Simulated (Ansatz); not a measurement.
Take BN in the zinc blende structure (space group F-43m, No. 216; a = 3.6057 Å) as the base.

Modification: full substitution N → P, then cell and atoms are relaxed.

Calculations: DFT with PBEsol, PAW potentials and a 420 eV plane-wave cutoff in Ansatz (a quantum-chemistry and plane-wave program), no spin-orbit coupling.

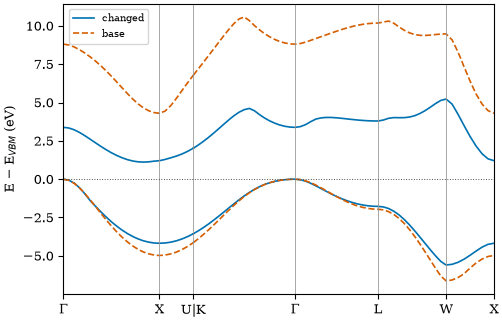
Highest valence and lowest conduction band along the path, each from its own valence-band maximum

Read the changed gap and its character from the plot.

About 1.1 eV, indirect, Γ → Γ–X (83 % along).

Whether these cells are dynamically stable was not tested.
